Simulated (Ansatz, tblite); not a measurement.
# (H3Si)2S (Si2H6S): spin states and exact exchange

Aim: set other spin states of (H3Si)2S (Si2H6S) against its singlet, on many levels of theory.

Computed with Ansatz 0.2.0, Gaussian basis. Level: as each input shows.

The runs, in order: triplet, at the geometry of the singlet (GFN1-xTB, GFN2-xTB, PBE0-D4/def2-TZVP, PBE-D4/def2-TZVP, r2SCAN-D4/def2-TZVP); the singlet's energies come from earlier runs.

## 1. The geometry

The geometry is that of the singlet, from an earlier relaxation (PBE-D4/def2-TZVP).

9 atoms, charge 0, spin multiplicity 1.

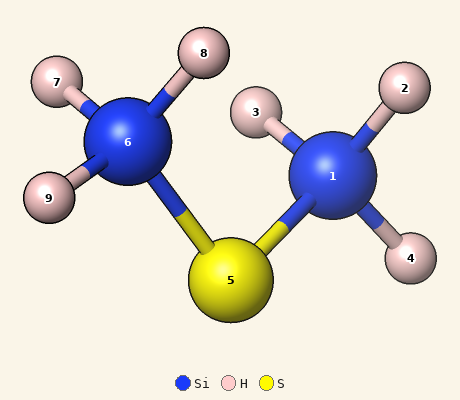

The geometry (silicon blue, hydrogen pink, sulfur yellow); atoms are numbered from 1 in the order of the file.

## 2. Triplet at the fixed geometry, GFN1-xTB

Tight binding, by tblite at 300 K electronic temperature and without a spin-polarisation term:

```python
tblite.interface.Calculator('GFN1-xTB', numbers, positions, charge=0, uhf=2).singlepoint()
```

Energy -286.0027 eV; 0.005 s.

## 3. Triplet at the fixed geometry, GFN2-xTB

Tight binding, by tblite at 300 K electronic temperature and without a spin-polarisation term:

```python
tblite.interface.Calculator('GFN2-xTB', numbers, positions, charge=0, uhf=2).singlepoint()
```

Energy -261.9255 eV; 0.015 s.

## 4. Triplet at the fixed geometry, PBE0-D4/def2-TZVP

File in.yaml:

```yaml
crystal:
  periodic: [false, false, false]
  atoms:
    - {symbol: Si, position_ang: [0.969888, -1.249465, 0.354106]}
    - {symbol: H, position_ang: [1.525237, -0.427924, 1.472971]}
    - {symbol: H, position_ang: [1.708246, -0.912828, -0.901646]}
    - {symbol: H, position_ang: [1.123617, -2.701088, 0.662860]}
    - {symbol: S, position_ang: [-1.141102, -0.910011, 0.120324]}
    - {symbol: Si, position_ang: [-1.047475, 1.187690, -0.345546]}
    - {symbol: H, position_ang: [-0.258186, 1.424700, -1.592943]}
    - {symbol: H, position_ang: [-0.421769, 1.958109, 0.772666]}
    - {symbol: H, position_ang: [-2.458467, 1.630817, -0.542793]}
basis:
  gaussian: {orbitals: def2-TZVP}
magnetization: {spin_polarized: true, initial_magnetization: 2}
hamiltonian: {xc: pbe0, dispersion: d4}
scf: {omitted_lower_state_checks: [starts]}
output: {orbitals: {seedname: orbitals}}
```

Command:

```sh
ansatz run in.yaml --threads 2 --pin off --events-out ev --progress --plain --max-ram 4352MiB
```

Output:

```text
Functional definition: PBE0
  name "PBE0"
  cite "Adamo & Barone, J. Chem. Phys. 110, 6158 (1999) doi:10.1063/1.478522"
  cite "Perdew, Burke & Ernzerhof, Phys. Rev. Lett. 77, 3865 (1996) doi:10.1103/PhysRevLett.77.3865"
  parent pbe
  parameter a = 0.25
  parameter kappa = 0.804
  parameter beta = 0.06672455060314922
  exchange = (1 - a)*pbe_x(kappa = kappa, mu = beta*pi^2/3) + a*exact_x
  correlation = pbe_c(beta = beta)
these checks for a lower state are left out or cut short: starts
1071 factors; their error is unknown
mean field evaluation 1: about -26673.0720 eV, gradient 1.2e1 eV
mean field evaluation 2: about -26672.9685 eV, gradient 1.3e1 eV
mean field evaluation 4: about -26674.1332 eV, gradient 7.3e-1 eV
mean field evaluation 8: about -26674.1392 eV, gradient 4.3e-2 eV
mean field evaluation 16: about -26674.2295 eV, gradient 6.7e-4 eV
mean field -26674.22945427 eV, -980.2598520023 hartree, gradient 2.9e-5 eV, S^2 2.007239; 0 other end points of the search recorded, 0 dependent functions left out
reference -26674.22949221 eV, -980.2598533967 hartree; 26, 24 occupied and 121, 123 virtual orbitals, 1071 factors
Total energy: -26674.41299799 eV, -980.2665971095 hartree
Checks for a lower state left out: starts
```

Wall time 4.6 s (2 threads of Arm Neoverse V2, shared host).

Report: HOMO -2.35 eV, LUMO -6.02 eV (over both spins; with the spin held, an empty level of the minority spin lies below the top filled one); ⟨S²⟩ 2.007 (pure: 2.00).

## 5. Triplet at the fixed geometry, PBE-D4/def2-TZVP

start.molden holds the orbitals of an earlier run on this state, given as this run's starting guess.

Changes to in.yaml since step 4:

```diff
@@ -13,5 +13,5 @@
 basis:
-  gaussian: {orbitals: def2-TZVP}
+  gaussian: {orbitals: def2-TZVP, initial_orbitals: start.molden}
 magnetization: {spin_polarized: true, initial_magnetization: 2}
-hamiltonian: {xc: pbe0, dispersion: d4}
+hamiltonian: {xc: pbe, dispersion: d4}
 scf: {omitted_lower_state_checks: [starts]}
```

Same command.

Output:

```text
Functional definition: PBE
  name "PBE"
  cite "Perdew, Burke & Ernzerhof, Phys. Rev. Lett. 77, 3865 (1996) doi:10.1103/PhysRevLett.77.3865"
  parent pbe
  parameter kappa = 0.804
  parameter beta = 0.06672455060314922
  exchange = pbe_x(kappa = kappa, mu = beta*pi^2/3)
  correlation = pbe_c(beta = beta)
these checks for a lower state are left out or cut short: starts
1029 factors; their error is unknown
mean field evaluation 1: about -26671.7663 eV, gradient 8.1e0 eV
mean field evaluation 2: about -26671.8861 eV, gradient 2.7e-1 eV
mean field evaluation 4: about -26671.8753 eV, gradient 1.1e-2 eV
mean field evaluation 8: about -26671.8753 eV, gradient 5.6e-5 eV
mean field -26671.87527900 eV, -980.1733376570 hartree, gradient 2.7e-5 eV, S^2 2.004306; 0 other end points of the search recorded, 0 dependent functions left out
reference -26671.87532929 eV, -980.1733395048 hartree; 26, 24 occupied and 121, 123 virtual orbitals, 1029 factors
Total energy: -26672.09143603 eV, -980.1812812811 hartree
Checks for a lower state left out: starts
```

Wall time 3.3 s (2 threads of Arm Neoverse V2, shared host).

From the report: HOMO -1.79 eV, LUMO -6.90 eV (over both spins; with the spin held, an empty level of the minority spin lies below the top filled one); ⟨S²⟩ 2.004 (pure: 2.00).

## 6. Triplet at the fixed geometry, r2SCAN-D4/def2-TZVP

Changes to in.yaml since step 5:

```diff
@@ -15,3 +15,3 @@
 magnetization: {spin_polarized: true, initial_magnetization: 2}
-hamiltonian: {xc: pbe, dispersion: d4}
+hamiltonian: {xc: r2scan, dispersion: d4}
 scf: {omitted_lower_state_checks: [starts]}
```

Same command.

Output:

```text
Functional definition: r2SCAN
  name "r2SCAN"
  cite "Furness, Kaplan, Ning, Perdew & Sun, J. Phys. Chem. Lett. 11, 8208 (2020) doi:10.1021/acs.jpclett.0c02405"
  cite "Furness, Kaplan, Ning, Perdew & Sun, J. Phys. Chem. Lett. 11, 9248 (2020) doi:10.1021/acs.jpclett.0c03077"
  parent r2scan
  parameter k0 = 0.174
  parameter k1 = 0.065
  parameter a1 = 4.9479
  exchange = r2scan_x(k0 = k0, k1 = k1, a1 = a1)
  correlation = r2scan_c
these checks for a lower state are left out or cut short: starts
1029 factors; their error is unknown
mean field evaluation 1: about -26682.5721 eV, gradient 5.8e0 eV
mean field evaluation 2: about -26682.6290 eV, gradient 1.3e-1 eV
mean field evaluation 4: about -26682.6110 eV, gradient 2.8e-2 eV
mean field evaluation 8: about -26682.6110 eV, gradient 1.2e-5 eV
mean field -26682.61103940 eV, -980.5678695744 hartree, gradient 1.2e-5 eV, S^2 2.011209; 0 other end points of the search recorded, 0 dependent functions left out
reference -26682.61105710 eV, -980.5678702250 hartree; 26, 24 occupied and 121, 123 virtual orbitals, 1029 factors
Total energy: -26682.66081693 eV, -980.5696988653 hartree
Checks for a lower state left out: starts
```

Wall time 7.5 s (2 threads of Arm Neoverse V2, shared host).

From the report: HOMO -1.85 eV, LUMO -6.73 eV (over both spins; with the spin held, an empty level of the minority spin lies below the top filled one); ⟨S²⟩ 2.011 (pure: 2.00).

## 7. Triplet less singlet, vertical

The singlet's energies are those of its earlier runs, whose logs aren't repeated here.

| level | triplet less singlet, vertical (kcal/mol) | time |
| --- | --- | --- |
| GFN1-xTB | +145.8 | 0.01 s |
| GFN2-xTB | +118.9 | 0.018 s |
| PBE-D4/def2-TZVP | +120.3 | 4.7 s |
| r2SCAN-D4/def2-TZVP | +125.9 | 11 s |
| PBE0-D4/def2-TZVP | +127.6 | 6.3 s |

Times add the two runs; a level without a time comes out of a correlated run. Tight binding without a spin term can't rank spin states.

## 8. Outcome

| quantity | value |
| --- | --- |
| triplet less singlet, vertical, functionals in def2-TZVP | +120.3 (PBE-D4) to +127.6 kcal/mol (PBE0-D4) |

**Reading.** All functionals put the triplet above the singlet, over a spread of 7.3 kcal/mol. The checks for a lower triplet were left out, so another state of that spin may lie lower. These are electronic energies, without zero-point motion, entropy or surroundings.
